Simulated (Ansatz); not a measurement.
Cost and result by functional for the surface energy of the (10-11) surface of hcp Lu in its 1x1 cell, outermost plane spacing 0.44 Å in the ideal cut, in Ansatz (plane waves, PAW). Single points on the PBE structure, on one kind of machine; costs are rough ratios of the slab run's core time (references not counted) to the cheapest single point. r2SCAN's cost holds its higher cutoff (500 against 420 eV). Differences are taken against r2SCAN for comparison alone: no measured value is at hand, so the table doesn't rank accuracy.

Set-up: 10 atoms, 11.1 Å thick at the start; mesh 11x6x1; 0.1 eV smearing; dipole correction on; all atoms relaxed; held to the part of the start's symmetry that mesh and held atoms allow; no spin, no spin-orbit, no U. These notes are the PBE run's.

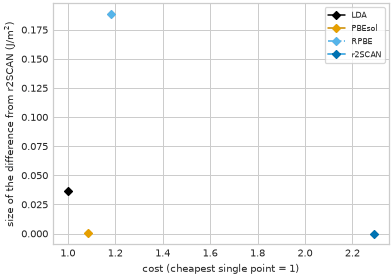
Difference from r2SCAN against cost

```
functional                     relative cost  surface energy (J/m²)  less r2SCAN (J/m²)
-----------------------------  -------------  ---------------------  ------------------
LDA                                        1                   1.25                0.04
PBEsol                                     1                   1.21                0.00
RPBE                                       1                   1.02               -0.19
r2SCAN                                     2                   1.21                0.00
PBE (the relaxed run's value)              –                   1.11               -0.10
```

The values span 0.22 J/m², while the single points' costs differ by a factor of roughly 2. Differences are of unrounded values.

Ansatz is a quantum-chemistry and plane-wave program.
